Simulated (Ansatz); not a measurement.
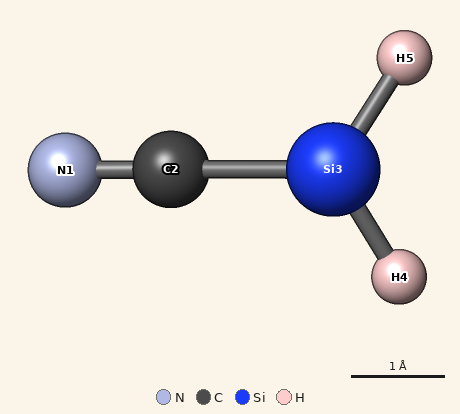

CH2NSi (multiplicity 2) (coarse preliminary run), before the relaxation. The picture is a ball-and-stick view, seen at a tilt.

The start comes from a force field.

The calculation used UKS PBE-D4/def2-SVP (Ansatz 0.2.0).

The input:
```yaml
crystal:
  periodic: [false, false, false]
  atoms:
    - {symbol: N, position_ang: [1.087400, -1.278200, 1.641700]}
    - {symbol: C, position_ang: [0.590700, -0.658000, 0.725200]}
    - {symbol: Si, position_ang: [-0.135000, 0.266500, -0.755900]}
    - {symbol: H, position_ang: [-1.419500, -0.139000, -1.075500]}
    - {symbol: H, position_ang: [-0.073600, 1.735100, -0.576800]}
basis:
  gaussian: {orbitals: def2-SVP}
magnetization: {spin_polarized: true, initial_magnetization: 1}
hamiltonian: {xc: pbe, dispersion: d4}
relax: {f_tol: 0.03, max_steps: 200}
```

Where does the relaxation end?

The largest move after the best rigid fit is that of H4, 0.10 Å. Largest moves by element: H 0.10 Å, N 0.07 Å, Si 0.04 Å, C 0.04 Å. Among the contacts that change: Si3–H4 1.384 → 1.500 Å, C2–Si3 1.891 → 1.842 Å, N1–C2 1.213 → 1.177 Å, Si3–H5 1.481 → 1.500 Å. Bond angles that change, for instance: C2–Si3–H4 113.2° → 109.8°, H4–Si3–H5 110.9° → 114.2°, C2–Si3–H5 112.0° → 109.9°. After 3 geometry steps the energy has fallen by 5.55 kcal/mol. The largest force component goes from 2.7 to 0.025 eV/Å.

History of the run:

| step | E − E(0), kcal/mol | largest force component, eV/Å |
| --- | --- | --- |
| 0 | 0.00 | 2.7120 |
| 1 | -5.06 | 0.9270 |
| 2 | -5.54 | 0.1010 |
| 3 | -5.55 | 0.0248 |

Final geometry:

```xyz
5

N     1.0530   -1.2386    1.5958
C     0.5765   -0.6311    0.7068
Si   -0.0942    0.2710   -0.7531
H    -1.4738   -0.2253   -1.0685
H    -0.0114    1.7503   -0.5223
```

The end point in the same view:

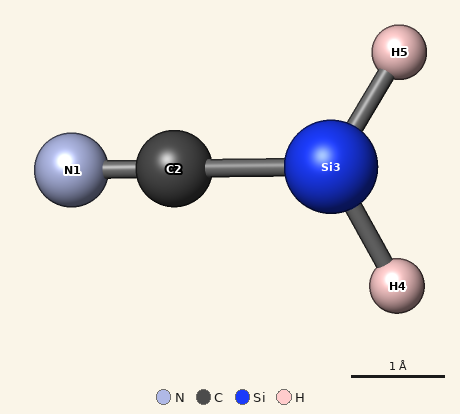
